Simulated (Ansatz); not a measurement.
# CH3Al+ (doublet): wave-function methods side by side, cc-pVDZ

How much of the correlation energy of CH3Al+ (doublet) does each wave-function method recover here?

Computed with Ansatz 0.2.0, Gaussian basis. Level: cc-pVDZ, core rule «outside noble gas», up to 6 orbitals frozen.

To be run: UHF; CCSD(T) on ROHF; CCSD(T) on UHF; BCCD(T) on ROHF; CISD as a restricted active space (open shells left free, so some higher excitations enter); CCSDT(Q) on ROHF; CCSDT(Q) on UHF.

29 further runs of the same task are left out: 6 for a known fault of the program, 7 that didn't finish, 16 set aside as unsound or not needed. Runs told in other sessions of the task aren't counted.

## Step 1: What is computed

The geometry is a PBE0/def2-TZVP stationary point (not a proven minimum) of the parent state, kept for this charge and spin.

5 atoms, charge 1, spin multiplicity 2.

Atoms are counted from 1 here; the program's logs count them from 0.

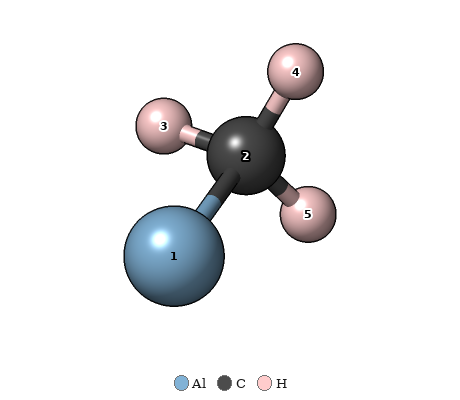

The geometry (aluminium light blue, carbon dark grey, hydrogen pink); atoms are numbered from 1 in the order of the file.

In the tables R marks a restricted open-shell determinant and U an unrestricted one; energies count from the table's Hartree-Fock row.

## Step 2: UHF

The input, in.yaml:

```yaml
crystal:
  periodic: [false, false, false]
  atoms:
    - {symbol: Al, position_ang: [0.000864, 0.000000, 0.741532]}
    - {symbol: C, position_ang: [0.005120, 0.000000, -1.259674]}
    - {symbol: H, position_ang: [-1.050665, -0.000005, -1.547975]}
    - {symbol: H, position_ang: [0.483252, 0.899581, -1.645861]}
    - {symbol: H, position_ang: [0.483261, -0.899577, -1.645861]}
basis:
  gaussian: {orbitals: cc-pVDZ}
total_charge: 1
magnetization: {spin_polarized: true, initial_magnetization: 1}
hamiltonian: {xc: hf}
output: {orbitals: {seedname: orbitals}}
```

The run is started by

```
$ ansatz run in.yaml --threads 1 --pin off --events-out ev --progress --plain --max-ram 2393MiB
```

What it wrote:

```text
Functional definition: HF
  name "HF"
  cite "Fock, Z. Phys. 61, 126 (1930) doi:10.1007/BF01340294"
  parent pbe
  exchange = exact_x
  correlation = 0
442 factors; integrals over basis functions are off by at most 1.0e-3 eV
mean field evaluation 1: about -7647.4270 eV, gradient 3.1e1 eV
mean field evaluation 2: about -7647.4683 eV, gradient 3.1e1 eV
mean field evaluation 4: about -7653.2511 eV, gradient 2.3e0 eV
mean field evaluation 8: about -7653.3698 eV, gradient 1.7e-3 eV
mean field -7653.36980548 eV, -281.2561527111 hartree, gradient 2.0e-5 eV, S^2 0.785003; 0 other end points of the search recorded, 0 dependent functions left out
reference -7653.36980548 eV, -281.2561527111 hartree; 11, 10 occupied and 36, 37 virtual orbitals, 442 factors
Total energy: -7653.36980548 eV, -281.2561527111 hartree
```

Run time: 0.33 s. Hardware: 1 thread of Arm Neoverse V1, shared host.

From the report: ⟨S²⟩ of the determinant 0.785 (pure doublet: 0.75).

## Step 3: CCSD(T) on ROHF

Changes to in.yaml since step 2:

```diff
@@ -11,4 +11,3 @@
 total_charge: 1
-magnetization: {spin_polarized: true, initial_magnetization: 1}
-hamiltonian: {xc: hf}
-output: {orbitals: {seedname: orbitals}}
+magnetization: {spin_polarized: false, initial_magnetization: 1}
+correlation: {method: ccsd_t, electrons: outside_noble_gas}
```

Launched as before.

What it wrote, shortened:

```text
Functional definition: HF
  name "HF"
  cite "Fock, Z. Phys. 61, 126 (1930) doi:10.1007/BF01340294"
  parent pbe
[...]
442 factors; integrals over basis functions are off by at most 1.0e-3 eV
[...]
mean field -7653.21715105 eV, -281.2505427641 hartree, gradient 1.7e-6 eV, S^2 0.750000; 0 other end points of the search recorded, 0 dependent functions left out
[...]
6 core orbitals not correlated: weight in the atoms' cores, before any rotation towards them, 1.000 or more for the frozen orbitals, at most 0.000 for the correlated occupied ones
reference -7653.21715105 eV, -281.2505427641 hartree; 5, 4 occupied and 36, 37 virtual orbitals, 442 factors
second order -4.73708606 eV of doubles, -0.05388826 eV of singles
cycle   1  -5.23936404 eV  change   -4.5e-1 eV  update   6.0e-2
[...]
cycle  10  -5.49169521 eV  change   -9.1e-6 eV  update   1.1e-5
perturbative correction -0.16202739 eV, -0.0059543969 hartree
Total energy: -7658.87087365 eV, -281.4583132376 hartree
```

Wall time 1.2 s (1 thread of Arm Neoverse V1, shared host).

From the report: correlation -5.6537 eV; T1 0.031; largest double amplitude 0.07.

## Step 4: CCSD(T) on UHF

Changes to in.yaml since step 3:

```diff
@@ -11,3 +11,3 @@
 total_charge: 1
-magnetization: {spin_polarized: false, initial_magnetization: 1}
+magnetization: {spin_polarized: true, initial_magnetization: 1}
 correlation: {method: ccsd_t, electrons: outside_noble_gas}
```

The command is unchanged.

What it wrote, shortened:

```text
Functional definition: HF
  name "HF"
  cite "Fock, Z. Phys. 61, 126 (1930) doi:10.1007/BF01340294"
  parent pbe
[...]
442 factors; integrals over basis functions are off by at most 1.0e-3 eV
[...]
mean field -7653.36980548 eV, -281.2561527111 hartree, gradient 1.8e-6 eV, S^2 0.785003; 2 other end points of the search recorded, 0 dependent functions left out
determinant -7653.36980548 eV, -281.2561527111 hartree, with singles and doubles -7658.72166961 eV, -281.4528300900 hartree
determinant -7650.26131166 eV, -281.1419176702 hartree, with singles and doubles -7655.33808552 eV, -281.3284856685 hartree
determinant -7650.22723722 eV, -281.1406654577 hartree, with singles and doubles -7655.22453725 eV, -281.3243128465 hartree
6 core orbitals not correlated: weight in the atoms' cores, before any rotation towards them, 1.000 or more for the frozen orbitals, at most 0.000 for the correlated occupied ones
reference -7653.36980548 eV, -281.2561527111 hartree; 5, 4 occupied and 36, 37 virtual orbitals, 442 factors
second order -4.62137586 eV of doubles, -0.00000000 eV of singles
cycle   1  -5.35239537 eV  change   -5.3e-4 eV  update   8.9e-4
[...]
cycle   7  -5.35266810 eV  change    1.4e-6 eV  update   1.8e-6
perturbative correction -0.14855567 eV, -0.0054593202 hartree
Total energy: -7658.87102925 eV, -281.4583189558 hartree
```

Wall time 2 s (1 thread of Arm Neoverse V1, shared host).

From the report: ⟨S²⟩ of the determinant 0.785 (pure doublet: 0.75); correlation -5.5012 eV; T1 0.016; largest double amplitude 0.07.

## Step 5: BCCD(T) on ROHF

Changes to in.yaml since step 4:

```diff
@@ -11,3 +11,3 @@
 total_charge: 1
-magnetization: {spin_polarized: true, initial_magnetization: 1}
-correlation: {method: ccsd_t, electrons: outside_noble_gas}
+magnetization: {spin_polarized: false, initial_magnetization: 1}
+correlation: {method: bccd_t, electrons: outside_noble_gas}
```

Same command.

What it wrote, shortened:

```text
Functional definition: HF
  name "HF"
  cite "Fock, Z. Phys. 61, 126 (1930) doi:10.1007/BF01340294"
  parent pbe
[...]
442 factors; integrals over basis functions are off by at most 1.0e-3 eV
[...]
mean field -7653.21715105 eV, -281.2505427641 hartree, gradient 1.7e-6 eV, S^2 0.750000; 0 other end points of the search recorded, 0 dependent functions left out
[...]
6 core orbitals not correlated: weight in the atoms' cores, before any rotation towards them, 1.000 or more for the frozen orbitals, at most 0.000 for the correlated occupied ones
reference -7653.21715105 eV, -281.2505427641 hartree; 5, 4 occupied and 36, 37 virtual orbitals, 442 factors
second order -4.73708606 eV of doubles, -0.05388826 eV of singles
cycle   1  -5.26334206 eV  change   -4.7e-1 eV  update   6.0e-2
[...]
cycle  11  -5.49615464 eV  change   -2.1e-6 eV  update   6.0e-6
perturbative correction -0.15755795 eV, -0.0057901477 hartree
Total energy: -7658.87086364 eV, -281.4583128696 hartree
```

Wall time 1.5 s (1 thread of Arm Neoverse V1, shared host).

From the report: correlation -5.6537 eV; largest double amplitude 0.07.

## Step 6: CISD as a restricted active space (open shells left free, so some higher excitations enter)

Changes to in.yaml since step 5:

```diff
@@ -12,2 +12,2 @@
 magnetization: {spin_polarized: false, initial_magnetization: 1}
-correlation: {method: bccd_t, electrons: outside_noble_gas}
+correlation: {active_space: {ras: {orbitals: [4, 1, 36], electrons: 9, max_holes: 2, max_particles: 2}, fixed_orbitals: true}}
```

The command is unchanged.

What it wrote:

```text
Functional definition: HF
  name "HF"
  cite "Fock, Z. Phys. 61, 126 (1930) doi:10.1007/BF01340294"
  parent pbe
  exchange = exact_x
  correlation = 0
442 factors; integrals over basis functions are off by at most 1.0e-3 eV
mean field evaluation 1: about -7647.5264 eV, gradient 4.1e1 eV
mean field evaluation 2: about -7647.5672 eV, gradient 4.1e1 eV
mean field evaluation 4: about -7653.1071 eV, gradient 2.2e0 eV
mean field evaluation 8: about -7653.2008 eV, gradient 5.3e-1 eV
mean field evaluation 16: about -7653.2172 eV, gradient 1.7e-6 eV
mean field -7653.21715105 eV, -281.2505427641 hartree, gradient 1.7e-6 eV, S^2 0.750000; 0 other end points of the search recorded, 0 dependent functions left out
reference -7653.21715105 eV, -281.2505427641 hartree; 11, 10 occupied and 36, 37 virtual orbitals, 442 factors
state -7658.36258798 eV, -281.4396340837 hartree
Total energy: -7658.36258798 eV, -281.4396340837 hartree
```

Wall time 1.4 s (1 thread of Arm Neoverse V1, shared host).

From the report: 28,013 determinants.

## Step 7: CCSDT(Q) on ROHF

Changes to in.yaml since step 6:

```diff
@@ -12,2 +12,2 @@
 magnetization: {spin_polarized: false, initial_magnetization: 1}
-correlation: {active_space: {ras: {orbitals: [4, 1, 36], electrons: 9, max_holes: 2, max_particles: 2}, fixed_orbitals: true}}
+correlation: {method: ccsdt_q, electrons: outside_noble_gas}
```

Launched as before.

What it wrote, shortened:

```text
Functional definition: HF
  name "HF"
  cite "Fock, Z. Phys. 61, 126 (1930) doi:10.1007/BF01340294"
  parent pbe
[...]
898 factors; integrals over basis functions are off by at most 1.9e-7 eV
[...]
mean field -7653.21717889 eV, -281.2505437872 hartree, gradient 1.7e-6 eV, S^2 0.750000; 0 other end points of the search recorded, 0 dependent functions left out
[...]
6 core orbitals not correlated: weight in the atoms' cores, before any rotation towards them, 1.000 or more for the frozen orbitals, at most 0.000 for the correlated occupied ones
reference -7653.21717889 eV, -281.2505437872 hartree; 5, 4 occupied and 36, 37 virtual orbitals, 898 factors
second order -4.73710637 eV of doubles, -0.05388848 eV of singles
cycle   1  -5.23935400 eV  change   -4.5e-1 eV  update   6.9e-2
[...]
cycle  15  -5.67167399 eV  change   -7.4e-7 eV  update   1.1e-6
perturbative correction -0.00912108 eV, -0.0003351935 hartree
Total energy: -7658.89797396 eV, -281.4593091554 hartree
```

It took 22 s on 1 thread of Arm Neoverse V1, shared host; peak memory 0.35 GiB.

From the report: correlation -5.6808 eV; T1 0.033; largest double amplitude 0.08.

## Step 8: CCSDT(Q) on UHF

Changes to in.yaml since step 7:

```diff
@@ -11,3 +11,3 @@
 total_charge: 1
-magnetization: {spin_polarized: false, initial_magnetization: 1}
+magnetization: {spin_polarized: true, initial_magnetization: 1}
 correlation: {method: ccsdt_q, electrons: outside_noble_gas}
```

Launched as before.

What it wrote, shortened:

```text
Functional definition: HF
  name "HF"
  cite "Fock, Z. Phys. 61, 126 (1930) doi:10.1007/BF01340294"
  parent pbe
[...]
898 factors; integrals over basis functions are off by at most 1.9e-7 eV
[...]
mean field -7653.36983427 eV, -281.2561537690 hartree, gradient 1.8e-6 eV, S^2 0.785003; 2 other end points of the search recorded, 0 dependent functions left out
determinant -7653.36983427 eV, -281.2561537690 hartree, with singles and doubles -7658.72168822 eV, -281.4528307740 hartree
determinant -7650.26134623 eV, -281.1419189407 hartree, with singles and doubles -7655.33810113 eV, -281.3284862419 hartree
determinant -7650.22727182 eV, -281.1406667291 hartree, with singles and doubles -7655.22455619 eV, -281.3243135422 hartree
6 core orbitals not correlated: weight in the atoms' cores, before any rotation towards them, 1.000 or more for the frozen orbitals, at most 0.000 for the correlated occupied ones
reference -7653.36983427 eV, -281.2561537690 hartree; 5, 4 occupied and 36, 37 virtual orbitals, 898 factors
second order -4.62139528 eV of doubles, -0.00000000 eV of singles
cycle   1  -5.10965610 eV  change   -4.9e-1 eV  update   6.9e-2
[...]
cycle  15  -5.52040695 eV  change   -7.6e-7 eV  update   6.7e-7
perturbative correction -0.00858334 eV, -0.0003154317 hartree
Total energy: -7658.89882455 eV, -281.4593404142 hartree
```

It took 21 s on 1 thread of Arm Neoverse V1, shared host; peak memory 0.3 GiB.

From the report: ⟨S²⟩ of the determinant 0.785 (pure doublet: 0.75); correlation -5.5290 eV; T1 0.017; largest double amplitude 0.07.

## Step 9: All levels against the top one

The yardstick is UCCSDT(Q), where the cluster series has nearly closed. Rows without a time are mean-field rows or come out of runs for another level: lower rungs of the coupled-cluster runs, or the Hartree-Fock search.

Differences are taken before rounding.

```
   method  energy from the lowest ROHF (meV)  from UCCSDT(Q) (meV)   time
      ROHF                               0.0               +5681.7       
      UHF                            -152.7               +5529.0       
     RMP2                           -4791.0                +890.7       
     UMP2                           -4774.0                +907.6       
     CISD                           -5145.4                +536.2  1.4 s
    RCCSD                           -5491.7                +190.0       
    UCCSD                           -5505.3                +176.4       
 RCCSD(T)                           -5653.7                 +28.0  1.2 s
 UCCSD(T)                           -5653.9                 +27.8    2 s
  BCCD(T)                           -5653.7                 +28.0  1.5 s
   RCCSDT                           -5671.7                 +10.0       
   UCCSDT                           -5673.1                  +8.6       
RCCSDT(Q)                           -5680.8                  +0.9   22 s
UCCSDT(Q)                           -5681.7                     0   21 s
```

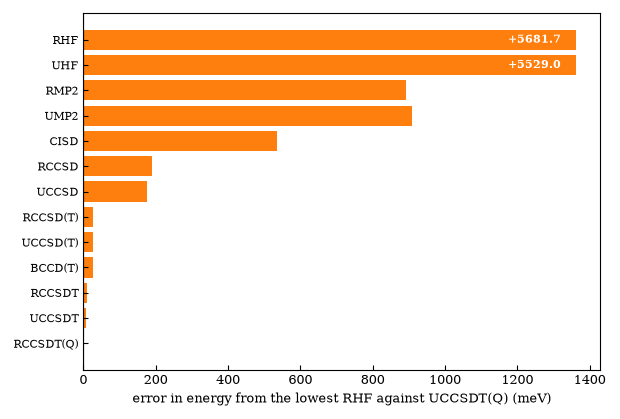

Deviations from UCCSDT(Q), method by method. Bars with a number in them are cut short.

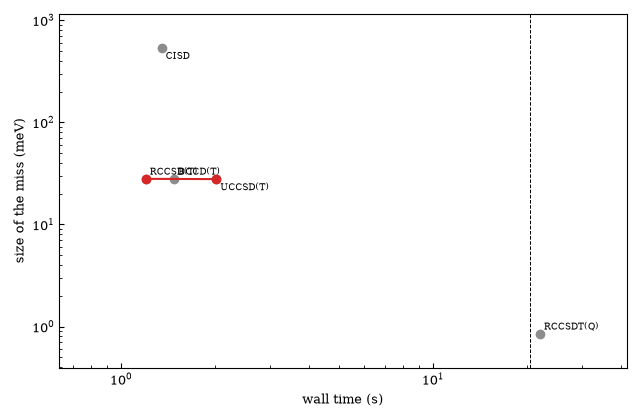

Accuracy for the time spent; red marks the levels that beat every quicker one drawn (of those quicker than the yardstick), and the dashed line is the time of UCCSDT(Q). Times are from a shared host.

## Step 10: Results

| quantity | value |
| --- | --- |
| UCCSDT(Q) from the ROHF energy | -5.6817 eV |
| RMP2 from UCCSDT(Q) | +890.7 meV |
| UMP2 from UCCSDT(Q) | +907.6 meV |
| RCCSD from UCCSDT(Q) | +190.0 meV |
| RCCSD(T) from UCCSDT(Q) | +28.0 meV |
| UCCSD(T) from UCCSDT(Q) | +27.8 meV |
| RCCSDT(Q) from UCCSDT(Q) | +0.9 meV |
| levels within 1 kcal/mol (43 meV) | RCCSD(T), UCCSD(T), BCCD(T), RCCSDT, UCCSDT, RCCSDT(Q) |
| T1 diagnostic | 0.031 |

**Reading.** RCCSD(T) misses by +28.0 meV, 0.5 % of the correlation energy. These misses are within one basis, not against nature; the frozen cores of restricted and unrestricted runs differ, which can shift their rows.

With open shells the CI space here admits some higher excitations, so it is larger than plain CISD.

UCCSD(T) reaches 27.8 meV from the reference in 2 s, where UCCSDT(Q) took 21 s; the quickest level in the cost chart, RCCSD(T), takes 1.2 s and misses by 28.0 meV.
